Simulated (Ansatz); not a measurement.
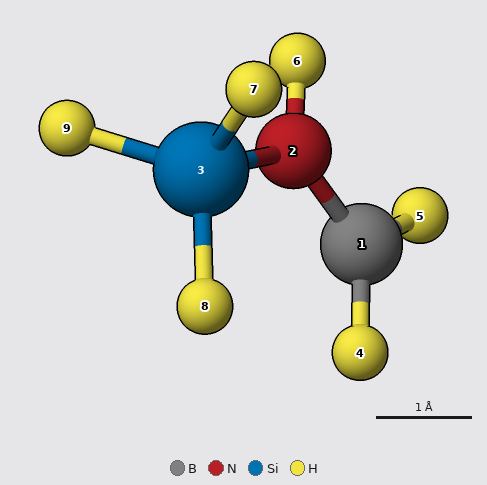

**Figure 1.** The input geometry (ball-and-stick view, seen at a tilt; atoms are numbered from 1 in the order of the input). Bond lengths as drawn: B–H 1.21 Å, B–N 1.40 Å, H–N 1.02 Å, H–Si 1.49 to 1.50 Å and N–Si 1.78 Å.

**BSiNH₆: nudged elastic band**

The run: nudged elastic band of BSiNH₆. Method and program: RKS B3LYP/cc-pVDZ (Ansatz 0.2.0).

One setting was made poor on purpose. It belongs to a series of runs on one base structure; here: band between the two ends. Figures and captions count atoms from 1; the log counts them from 0 in places.

Output:
```
Engine: ansatz 0.2.0, x86_64-unknown-linux-gnu
Functional definition: B3LYP
  parameter a0 = 0.2
  parameter ax = 0.72
  parameter ac = 0.81
  exchange = (1 - a0 - ax)*slater_x + ax*b88_x + a0*exact_x
  correlation = (1 - ac)*vwn_rpa_c + ac*lyp_c
827 factors; integrals over basis functions are off by at most 3.9e-4 eV
mean field evaluation 1: about -10138.3930 eV, gradient 4.9e1 eV
mean field evaluation 2: about -10129.3144 eV, gradient 7.8e1 eV
mean field evaluation 4: about -10143.4774 eV, gradient 2.7e0 eV
mean field evaluation 8: about -10143.4985 eV, gradient 3.4e-2 eV
mean field -10143.49852255 eV, -372.7666951936 hartree, gradient 3.7e-5 eV, S^2 0.000000; 0 other end points of the search recorded, 0 dependent functions left out
the calculation of the forces begins
reference -10143.49878671 eV, -372.7667049012 hartree; 16, 16 occupied and 60, 60 virtual orbitals, 827 factors
827 factors; integrals over basis functions are off by at most 1.0e-3 eV
mean field evaluation 16: about -10131.0083 eV, gradient 7.2e1 eV
mean field -10143.12447301 eV, -372.7529491265 hartree, gradient 1.8e-5 eV, S^2 0.000000; 0 other end points of the search recorded, 0 dependent functions left out
[... from here on the field's lines of each further geometry are left out, up to the last ...]
NEB iter   1: max|band force component| = 4.806e0 eV/Å  barrier→ = 4.6699 eV  barrier← = 4.2958 eV  Δτ_max = 0.1975 Å  (70 SCF iters)
NEB iter   2: max|band force component| = 3.325e0 eV/Å  barrier→ = 4.7777 eV  barrier← = 4.4037 eV  Δτ_max = 0.2000 Å  (27 SCF iters)
NEB iter   3: max|band force component| = 3.533e0 eV/Å  barrier→ = 4.5943 eV  barrier← = 4.2202 eV  Δτ_max = 0.2000 Å  (28 SCF iters)
NEB iter   4: max|band force component| = 4.390e0 eV/Å  barrier→ = 4.5476 eV  barrier← = 4.1736 eV  Δτ_max = 0.2000 Å  (28 SCF iters)
NEB iter   5: max|band force component| = 2.302e0 eV/Å  barrier→ = 3.9353 eV  barrier← = 3.5613 eV  Δτ_max = 0.1941 Å  (28 SCF iters)
NEB iter   6: max|band force component| = 1.180e0 eV/Å  barrier→ = 3.4695 eV  barrier← = 3.0955 eV  Δτ_max = 0.1924 Å  (27 SCF iters)
NEB iter   7: max|band force component| = 1.019e0 eV/Å  barrier→ = 3.1208 eV  barrier← = 2.7468 eV  Δτ_max = 0.1992 Å  (27 SCF iters)
NEB iter   8: max|band force component| = 8.879e-1 eV/Å  barrier→ = 2.9296 eV  barrier← = 2.5556 eV  Δτ_max = 0.2000 Å  (26 SCF iters)
NEB iter   9: max|band force component| = 1.288e0 eV/Å  barrier→ = 2.8243 eV  barrier← = 2.4502 eV  Δτ_max = 0.1009 Å  (27 SCF iters)
NEB iter  10: max|band force component| = 8.062e-1 eV/Å  barrier→ = 2.7236 eV  barrier← = 2.3495 eV  Δτ_max = 0.0986 Å  (27 SCF iters)
NEB iter  11: max|band force component| = 1.208e0 eV/Å  barrier→ = 2.5759 eV  barrier← = 2.2018 eV  CI = image 1  Δτ_max = 0.1980 Å  (27 SCF iters)
NEB iter  12: max|band force component| = 1.773e0 eV/Å  barrier→ = 3.4227 eV  barrier← = 3.0486 eV  CI = image 1  Δτ_max = 0.0995 Å  (28 SCF iters)
NEB iter  13: max|band force component| = 2.070e0 eV/Å  barrier→ = 3.4599 eV  barrier← = 3.0858 eV  CI = image 1  Δτ_max = 0.2000 Å  (24 SCF iters)
NEB iter  14: max|band force component| = 2.712e0 eV/Å  barrier→ = 3.5073 eV  barrier← = 3.1333 eV  CI = image 1  Δτ_max = 0.2000 Å  (26 SCF iters)
NEB iter  15: max|band force component| = 3.911e0 eV/Å  barrier→ = 3.6399 eV  barrier← = 3.2658 eV  CI = image 1  Δτ_max = 0.1970 Å  (28 SCF iters)
NEB iter  16: max|band force component| = 5.049e0 eV/Å  barrier→ = 3.9661 eV  barrier← = 3.5921 eV  CI = image 1  Δτ_max = 0.1977 Å  (28 SCF iters)
NEB iter  17: max|band force component| = 3.310e0 eV/Å  barrier→ = 4.2600 eV  barrier← = 3.8859 eV  CI = image 1  Δτ_max = 0.2000 Å  (28 SCF iters)
NEB iter  18: max|band force component| = 2.682e0 eV/Å  barrier→ = 4.8935 eV  barrier← = 4.5195 eV  CI = image 1  Δτ_max = 0.1973 Å  (28 SCF iters)
NEB iter  19: max|band force component| = 1.681e0 eV/Å  barrier→ = 5.1105 eV  barrier← = 4.7364 eV  CI = image 1  Δτ_max = 0.1988 Å  (29 SCF iters)
NEB iter  20: max|band force component| = 7.613e-1 eV/Å  barrier→ = 4.9851 eV  barrier← = 4.6111 eV  CI = image 1  Δτ_max = 0.1987 Å  (28 SCF iters)
NEB iter  21: max|band force component| = 7.251e-1 eV/Å  barrier→ = 4.9112 eV  barrier← = 4.5372 eV  CI = image 1  Δτ_max = 0.0888 Å  (27 SCF iters)
NEB iter  22: max|band force component| = 8.413e-1 eV/Å  barrier→ = 4.8982 eV  barrier← = 4.5242 eV  CI = image 1  Δτ_max = 0.0244 Å  (29 SCF iters)
NEB iter  23: max|band force component| = 2.118e-1 eV/Å  barrier→ = 4.8772 eV  barrier← = 4.5031 eV  CI = image 1  Δτ_max = 0.0262 Å  (24 SCF iters)
NEB iter  24: max|band force component| = 1.017e-1 eV/Å  barrier→ = 4.8722 eV  barrier← = 4.4981 eV  CI = image 1  Δτ_max = 0.0429 Å  (24 SCF iters)
NEB iter  25: max|band force component| = 1.040e-1 eV/Å  barrier→ = 4.8671 eV  barrier← = 4.4930 eV  CI = image 1  Δτ_max = 0.0214 Å  (25 SCF iters)
NEB iter  26: max|band force component| = 1.448e-1 eV/Å  barrier→ = 4.8655 eV  barrier← = 4.4915 eV  CI = image 1  Δτ_max = 0.0213 Å  (24 SCF iters)
NEB iter  27: max|band force component| = 1.603e-1 eV/Å  barrier→ = 4.8657 eV  barrier← = 4.4916 eV  CI = image 1  Δτ_max = 0.0213 Å  (25 SCF iters)
NEB iter  28: max|band force component| = 8.337e-2 eV/Å  barrier→ = 4.8673 eV  barrier← = 4.4933 eV  CI = image 1  Δτ_max = 0.0124 Å  (24 SCF iters)
NEB iter  29: max|band force component| = 7.670e-2 eV/Å  barrier→ = 4.8668 eV  barrier← = 4.4928 eV  CI = image 1  Δτ_max = 0.0165 Å  (24 SCF iters)
NEB iter  30: max|band force component| = 2.265e-1 eV/Å  barrier→ = 4.8675 eV  barrier← = 4.4935 eV  CI = image 1  Δτ_max = 0.0082 Å  (24 SCF iters)
NEB iter  31: max|band force component| = 7.760e-2 eV/Å  barrier→ = 4.8665 eV  barrier← = 4.4924 eV  CI = image 1  Δτ_max = 0.0060 Å  (24 SCF iters)
the calculation of the forces begins
reference -10138.63250707 eV, -372.5878724230 hartree; 16, 16 occupied and 60, 60 virtual orbitals, 827 factors
827 factors; integrals over basis functions are off by at most 9.4e-4 eV
mean field -10138.63225007 eV, -372.5878629783 hartree, gradient 1.8e-5 eV, S^2 0.000000; 1 other end points of the search recorded, 0 dependent functions left out
the calculation of the forces begins
reference -10138.63250707 eV, -372.5878724230 hartree; 16, 16 occupied and 60, 60 virtual orbitals, 827 factors
NEB iter  32: max|band force component| = 1.377e-2 eV/Å  barrier→ = 4.8663 eV  barrier← = 4.4922 eV  CI = image 1  Δτ_max = 0.0000 Å  (49 SCF iters)
```

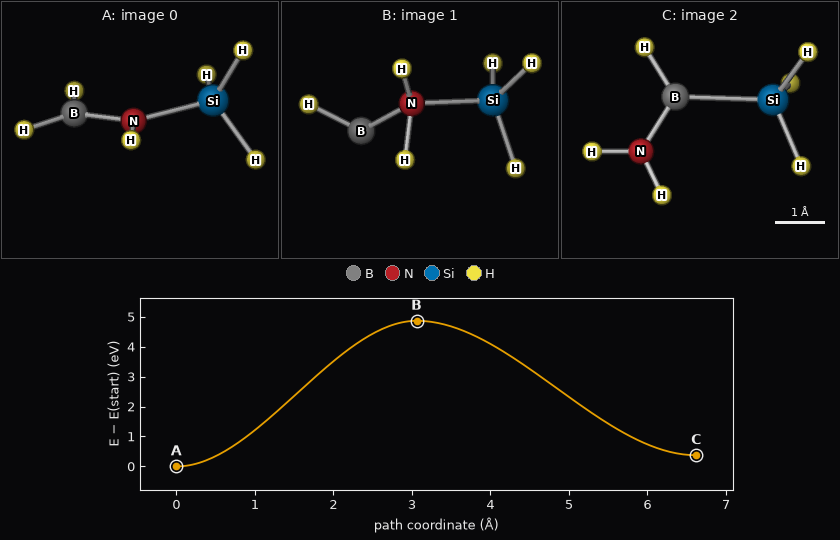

**Figure 2.** Images of the last band (counted from 0; ball-and-stick, seen at a tilt) above the energy along the path; the line is a cubic interpolation that uses the forces. The highest image is number 1, 4.866 eV above the start and 4.492 eV above the end (the climbing image); the end lies 0.374 eV above the start. The path is 6.62 Å long. The band converged in 32 iterations.

```
Total energy: -10138.63250707 eV, -372.5878724230 hartree
Atom 0 at    -1.131360     0.374093    -1.167769 Å, force    -0.008315     0.002022    -0.008393 eV/Å
Atom 1 at    -0.103786     0.689097    -0.077297 Å, force     0.008163    -0.011424     0.014410 eV/Å
Atom 2 at     0.621257    -0.853611     0.606860 Å, force     0.003981     0.003132    -0.002122 eV/Å
Atom 3 at    -1.198970     0.579473     0.314895 Å, force    -0.000200     0.001949    -0.002641 eV/Å
Atom 4 at    -1.099985     1.214827    -2.047515 Å, force     0.000689    -0.000840     0.001053 eV/Å
Atom 5 at     0.505665     1.542932    -0.056562 Å, force    -0.000567     0.003975    -0.002815 eV/Å
Atom 6 at     1.727725    -0.338341     1.477125 Å, force    -0.002339     0.001114     0.001639 eV/Å
Atom 7 at     1.209454    -1.717737    -0.450230 Å, force    -0.001223    -0.000719    -0.002248 eV/Å
Atom 8 at    -0.441600    -1.536933     1.383492 Å, force    -0.000189     0.000790     0.001117 eV/Å
Dipole moment:     0.577221     0.266180     0.433812 e Å
this run last wrote the band of iteration 32 to [file]
```

The last band as extended XYZ (Å, eV, eV/Å):
```
9
Properties=species:S:1:pos:R:3:forces:R:3 image=0 energy=-10143.49852
B    -0.7890    0.8177   -1.0923   -0.0079  -0.0115   0.0056
N     0.0923    0.6434   -0.0131    0.0049   0.0156  -0.0026
Si    0.5492   -0.8779    0.7875    0.0056  -0.0164   0.0082
H    -1.3317   -0.1486   -1.5717    0.0074   0.0139   0.0034
H    -0.9906    1.9289   -1.5203    0.0021  -0.0012  -0.0025
H     0.5265    1.4880    0.3584   -0.0078  -0.0175  -0.0061
H     2.0243   -1.1052    0.6640   -0.0131   0.0073   0.0054
H    -0.2027   -1.9802    0.1258    0.0022   0.0088   0.0031
H     0.2102   -0.8122    2.2447    0.0066   0.0009  -0.0145
9
Properties=species:S:1:pos:R:3:forces:R:3 image=1 energy=-10138.63225
B    -1.1314    0.3741   -1.1678   -0.0083   0.0020  -0.0084
N    -0.1038    0.6891   -0.0773    0.0082  -0.0114   0.0144
Si    0.6213   -0.8536    0.6069    0.0040   0.0031  -0.0021
H    -1.1990    0.5795    0.3149   -0.0002   0.0019  -0.0026
H    -1.1000    1.2148   -2.0475    0.0007  -0.0008   0.0011
H     0.5057    1.5429   -0.0566   -0.0006   0.0040  -0.0028
H     1.7277   -0.3383    1.4771   -0.0023   0.0011   0.0016
H     1.2095   -1.7177   -0.4502   -0.0012  -0.0007  -0.0022
H    -0.4416   -1.5369    1.3835   -0.0002   0.0008   0.0011
9
Properties=species:S:1:pos:R:3:forces:R:3 image=2 energy=-10143.12447
B     0.0148    0.4241   -0.6886    0.0036   0.0003   0.0044
N    -0.8173    1.4062   -0.1631    0.0019   0.0004  -0.0117
Si    0.5824   -1.1792    0.4196   -0.0010   0.0022   0.0001
H    -1.1855    1.3875    0.7820   -0.0019  -0.0019   0.0038
H     0.3881    0.5619   -1.8301   -0.0016  -0.0023   0.0001
H    -1.1202    2.2191   -0.6906   -0.0005   0.0017   0.0044
H     2.0759   -1.2476    0.5622   -0.0002   0.0007  -0.0007
H     0.1472   -2.4679   -0.2170   -0.0003  -0.0007  -0.0002
H     0.0032   -1.1503    1.8086    0.0001  -0.0003  -0.0003
```

The run was set up as follows.

Input:
```yaml
crystal:
  periodic: [false, false, false]
  atoms:
    - { symbol: B, position_ang: [-0.789033, 0.817736, -1.092291] }
    - { symbol: "N", position_ang: [0.09229, 0.643388, -0.013052] }
    - { symbol: Si, position_ang: [0.549212, -0.877936, 0.787494] }
    - { symbol: H, position_ang: [-1.33166, -0.148649, -1.571706] }
    - { symbol: H, position_ang: [-0.99063, 1.928869, -1.520345] }
    - { symbol: H, position_ang: [0.526476, 1.488008, 0.358401] }
    - { symbol: H, position_ang: [2.024314, -1.105239, 0.663977] }
    - { symbol: H, position_ang: [-0.202719, -1.980172, 0.125814] }
    - { symbol: H, position_ang: [0.21015, -0.812204, 2.244708] }
basis:
  gaussian: { orbitals: cc-pVDZ }
hamiltonian:
  xc: b3lyp
neb:
  order_check: false
  images: 1
  f_tol: 0.05
  max_iterations: 60
  climbing: true
  final_atoms:
    - { symbol: B, position_ang: [0.01478096, 0.42411794, -0.68862002] }
    - { symbol: "N", position_ang: [-0.81730164, 1.40621524, -0.16313072] }
    - { symbol: Si, position_ang: [0.58236455, -1.17919908, 0.41959844] }
    - { symbol: H, position_ang: [-1.1855373, 1.38751524, 0.78195396] }
    - { symbol: H, position_ang: [0.38805537, 0.56186948, -1.8300737] }
    - { symbol: H, position_ang: [-1.12018198, 2.21914226, -0.69057917] }
    - { symbol: H, position_ang: [2.07586951, -1.24761836, 0.56220722] }
    - { symbol: H, position_ang: [0.14718655, -2.4679099, -0.21697869] }
    - { symbol: H, position_ang: [0.00316397, -1.15033182, 1.80862268] }
  initial_path:
    images:
      - { positions_ang: [[-0.789033, 0.817736, -1.092291], [0.09229, 0.643388, -0.013052], [0.549212, -0.877936, 0.787494], [-1.33166, -0.148649, -1.571706], [-0.99063, 1.928869, -1.520345], [0.526476, 1.488008, 0.358401], [2.024314, -1.105239, 0.663977], [-0.202719, -1.980172, 0.125814], [0.21015, -0.812204, 2.244708]] }
      - { positions_ang: [[-0.4476868, 0.66956498, -1.31197986], [-0.54415879, 0.59936279, 0.1862098], [0.39667969, -0.83120218, 0.63417834], [-1.40896221, 0.05422714, -0.64886429], [0.00307704, 1.64688729, -1.86345495], [-0.04770033, 1.45384144, 0.57265312], [1.83171143, -0.68073808, 0.17093267], [-0.13820342, -2.02543324, 0.08191055], [0.44364338, -0.93270913, 2.16141462]] }
      - { positions_ang: [[0.01478096, 0.42411794, -0.68862002], [-0.81730164, 1.40621524, -0.16313072], [0.58236455, -1.17919908, 0.41959844], [-1.1855373, 1.38751524, 0.78195396], [0.38805537, 0.56186948, -1.8300737], [-1.12018198, 2.21914226, -0.69057917], [2.07586951, -1.24761836, 0.56220722], [0.14718655, -2.4679099, -0.21697869], [0.00316397, -1.15033182, 1.80862268]] }
```

Launched with:
```bash
ansatz run input.yaml --threads 1 --pin off --max-ram 2048MiB --backend cpu --events-out ev --progress --plain --runs-dir out
```

Summary:

- outcome: converged
- barrier, forward: 4.866 eV
- barrier, backward: 4.492 eV
- hardware: 1 thread of Intel Xeon @ 2.50GHz (Skylake/Cascade Lake), 176 GiB of memory available, shared host
- wall time: 2.1 min
- peak memory: 0.25 GiB

Remarks:

A deliberately poor setting: few images. The order of the saddle point was not checked.
